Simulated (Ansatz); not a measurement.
A series of calculations on AlPH4OClF

### Relaxation

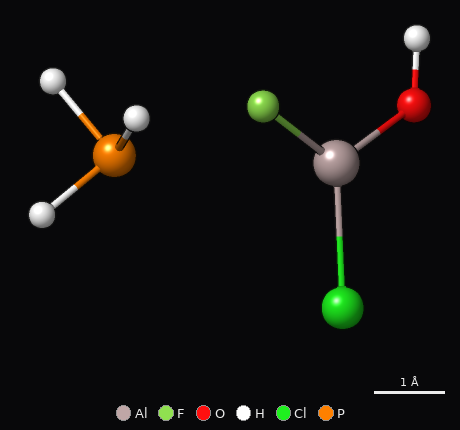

Starting structure of AlPH4OClF. Style: ball-and-stick. Shown at a tilt.

The run prepares an end point of a later path (reaction) calculation, from a guessed geometry.

Computed with RKS BLYP/def2-SVP (Ansatz).

Input
```yaml
crystal:
  periodic: [false, false, false]
  atoms:
    - { symbol: Al, position_ang: [-0.052066, -0.47072, -0.302961] }
    - { symbol: F, position_ang: [-0.168556, -0.560207, 1.377622] }
    - { symbol: O, position_ang: [1.44548, -0.607167, -1.10479] }
    - { symbol: H, position_ang: [2.29653, -0.679956, -0.640807] }
    - { symbol: Cl, position_ang: [-1.822824, -0.425977, -1.431844] }
    - { symbol: P, position_ang: [-0.489597, 2.683137, 1.092953] }
    - { symbol: H, position_ang: [-1.775105, 3.121128, 1.567027] }
    - { symbol: H, position_ang: [0.261044, 3.461135, 2.041501] }
    - { symbol: H, position_ang: [-0.480407, 1.487025, 1.874999] }
basis:
  gaussian: { orbitals: def2-SVP }
hamiltonian:
  xc: blyp
relax:
  f_tol: 0.03
  max_steps: 50
output:
  orbitals: {}
```

Launched with:
```bash
ansatz run input.yaml --threads 2 --pin off --max-ram 3072MiB --backend cpu --events-out ev --progress --plain --runs-dir out
```

Question: What does the optimiser find from here?

Answer: Over 22 accepted moves (23 points after the start) the energy falls by 11.3 kcal/mol. The largest force component goes from 0.27 to 0.022 eV/Å. The line search rejected the trial step at point 11 of the run. H7 moves most after the best rigid fit: 1.55 Å. By element the largest moves are H 1.55 Å, O 0.80 Å, F 0.75 Å, P 0.69 Å, Cl 0.57 Å, Al 0.42 Å. Some distances before and after: Al1–P6 3.477 → 2.568 Å, Al1–Cl5 2.100 → 2.136 Å, Al1–O3 1.704 → 1.724 Å, P6–H7 1.438 → 1.427 Å. New bonds form, among them: Al1–P6 (3.48 → 2.57 Å). Among the angles between lasting bonds that change: H7–P6–H8 94.8° → 98.7°, Al1–O3–H4 123.4° → 120.9°, O3–Al1–Cl5 119.3° → 116.9°.

Step by step:

```csv
step,"E − E(0), kcal/mol","largest force component, eV/Å",note
0,0.00,0.2657,
1,-0.74,0.4359,
2,-1.43,0.6019,
3,-2.24,1.2111,
4,-4.46,1.2002,
5,-7.15,1.0457,
6,-9.13,0.2850,
7,-9.67,0.5737,
8,-10.18,0.1713,
9,-10.21,0.1095,
10,-10.34,0.0342,
11,-10.33,0.2906,rejected
12,-10.37,0.0457,
13,-10.47,0.0755,
14,-10.51,0.3202,
15,-10.64,0.1887,
16,-10.88,0.1062,
17,-10.95,0.2630,
18,-11.16,0.1781,
19,-11.24,0.1181,
20,-11.29,0.0776,
21,-11.31,0.0884,
22,-11.33,0.0404,
23,-11.33,0.0224,
```

The structure at the end:

```xyz
9

Al   -0.0428   -0.2378    0.0422
F     0.2127   -1.2029    1.4047
O     1.2891    0.1678   -0.9742
H     2.1738   -0.1974   -0.8058
Cl   -1.9651   -0.3556   -0.8824
P    -0.4977    2.0041    1.2080
H    -0.8088    3.1054    0.3550
H     0.4738    2.6414    2.0402
H    -1.6207    2.0835    2.0861
```

After the run, drawn alike:

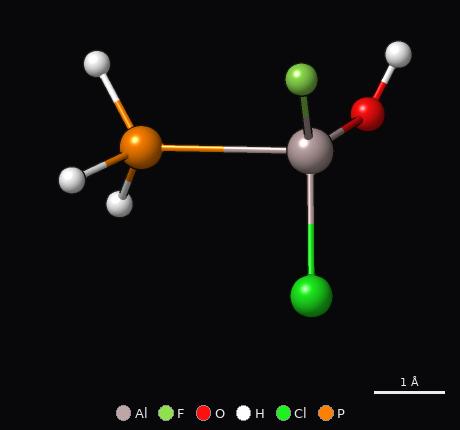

### Relaxation

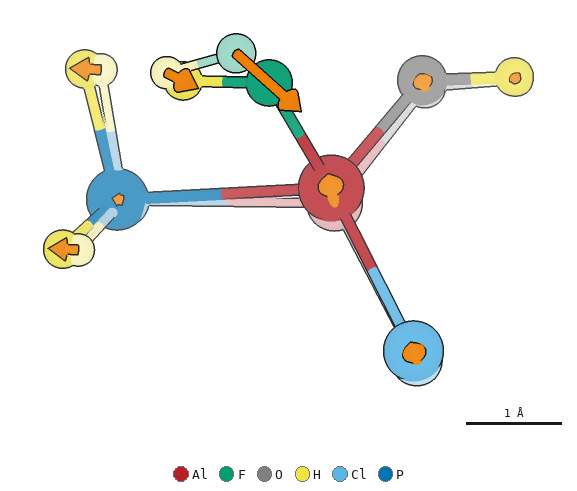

A relaxation of AlPH4OClF. The starting structure is drawn faded, the final one solid; orange arrows show the displacements, 2 times their true length. The two geometries are superimposed by the best rigid fit.

A ball-and-stick model, seen at a tilt.

The run prepares an end point of a later path (reaction) calculation, from a guessed geometry.

Level of theory: RKS BLYP/def2-SVP in Ansatz 0.2.0.

Input file:
```yaml
crystal:
  periodic: [false, false, false]
  atoms:
    - { symbol: Al, position_ang: [-0.112362, 0.598252, -0.420445] }
    - { symbol: F, position_ang: [-0.388628, -0.032932, 2.374978] }
    - { symbol: O, position_ang: [1.496985, 0.045077, -0.623848] }
    - { symbol: H, position_ang: [1.742949, -0.801087, -1.036486] }
    - { symbol: Cl, position_ang: [-1.777048, -0.409021, -1.276462] }
    - { symbol: P, position_ang: [-0.300262, 2.727356, 0.428986] }
    - { symbol: H, position_ang: [-1.54632, 2.486891, 1.113802] }
    - { symbol: H, position_ang: [0.506363, 2.491692, 1.603247] }
    - { symbol: H, position_ang: [-0.407177, 0.902171, 2.309928] }
basis:
  gaussian: { orbitals: def2-SVP }
hamiltonian:
  xc: blyp
relax:
  f_tol: 0.03
  max_steps: 50
```

Command:
```bash
ansatz run input.yaml --threads 2 --pin off --max-ram 3072MiB --backend cpu --events-out ev --progress --plain --runs-dir out
```

Q: What happened in the run?

A: The largest move after the best rigid fit is that of F2, 0.57 Å. Largest moves by element: F 0.57 Å, Al 0.28 Å, H 0.23 Å, Cl 0.18 Å, O 0.12 Å, P 0.06 Å. Some distances before and after: Al1–F2 2.879 → 2.068 Å, Al1–H9 2.763 → 2.305 Å, Al1–P6 2.300 → 2.393 Å, F2–H9 0.938 → 0.971 Å. New bonds form, among them: Al1–F2 (2.88 → 2.07 Å). Bond angles that change, for instance: Cl5–Al1–P6 121.6° → 119.2°. After 5 accepted moves (6 points after the start) the energy has fallen by 6.98 kcal/mol. Largest force component: 0.63 eV/Å at the start, 0.026 eV/Å at the end. The line search rejected the trial step at point 4 of the run.

### Path

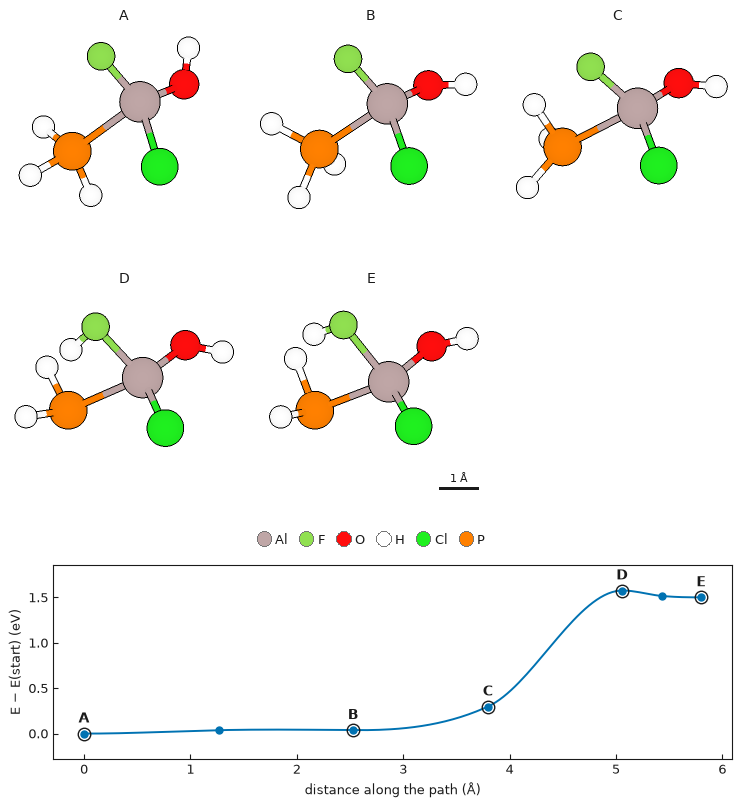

NEB run on AlPH$_{4}$OClF. Images are numbered from 0 (start) to 6 (end). Frames A to E are images 0, 2, 3, 4, 6. Style: ball-and-stick. Shown from a free direction.

The calculation used Ansatz 0.2.0, RKS BLYP/def2-SVP. Set-up: 5 movable images; climbing image; force threshold 0.03 eV/Å; iteration limit 60; starting path through a guess of the saddle point.

> Describe the mechanism and the energy profile.

The energy climbs by 1.58 eV to image 4 and then falls by 0.08 eV, so the end point sits at +1.50 eV. A hydrogen atom shifts from one atom to another. Breaking: H–P (1.43 → 2.51 Å). Forming: F–H (3.82 → 0.97 Å). The band is converged. At the top, the vibrational analysis gives one imaginary mode (499i cm⁻¹), as a transition state must have.

The run took 11 min on 2 threads of Intel(R) Xeon(R) Processor @ 2.50GHz (Skylake/Cascade Lake), with other jobs on the host, peak memory 0.16 GiB.
